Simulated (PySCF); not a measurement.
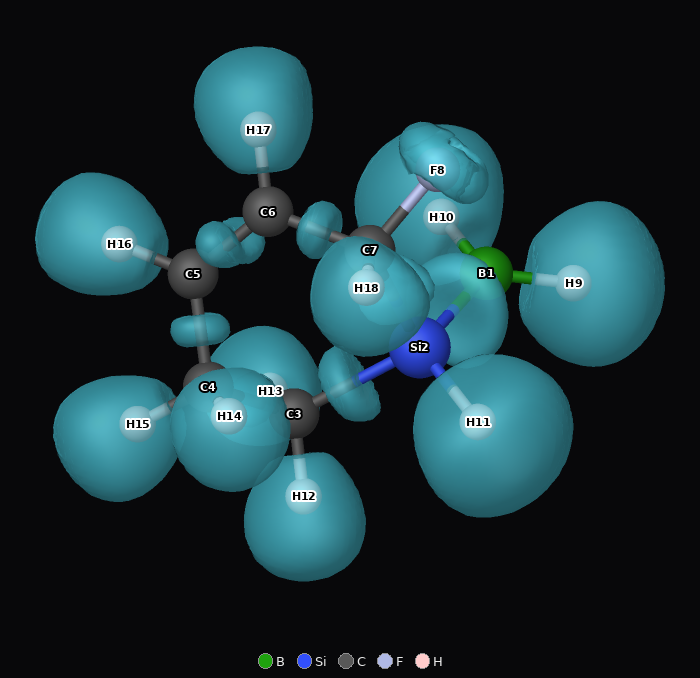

Figure 1: C$_{5}$H$_{10}$BFSi. Isosurface of the ELF at 0.85 (cyan), seen at a tilt. Only the valence region is drawn (cores and ρ < 0.01 e/Å³ removed).

Geometry: GFN2-xTB.

The calculation used PBE0/pcSseg-1, SCF density, gas phase, non-relativistic (PySCF 2.14.0).

```xyz
18

B     2.6088    0.3543   -0.6965
Si    1.2029   -0.2283    0.5219
C    -0.0341   -1.5138   -0.1914
C    -1.4926   -1.0829    0.0309
C    -1.7443    0.2656   -0.5675
C    -1.0528    1.3345   -0.1954
C    -0.0187    1.2621    0.8650
F     0.6722    2.4668    0.9478
H     3.7275    0.3899   -0.3622
H     2.3706    0.6881   -1.7915
H     1.5409   -0.7036    1.8856
H     0.1202   -2.4939    0.2594
H     0.1257   -1.6369   -1.2640
H    -1.6860   -1.0509    1.1068
H    -2.1675   -1.8194   -0.4093
H    -2.4939    0.3418   -1.3408
H    -1.1979    2.2998   -0.6580
H    -0.4896    1.1333    1.8476
```

Where are the electrons localised?

At this value the surface marks out one region between bonded B–Si atoms (shared pairs), four regions between bonded C–C atoms (shared pairs), two regions between bonded C–Si atoms (shared pairs), ten regions around hydrogen nuclei and one region wrapped around F (its lone pairs, merged into a ring or cap). Profiles from the grid: C–C (1.33 Å): the ELF peaks at about 0.90 between the atoms; a multiple bond. C–F (1.39 Å): the ELF peaks at about 0.85 between the atoms, as expected for a shared but strongly polarised pair.
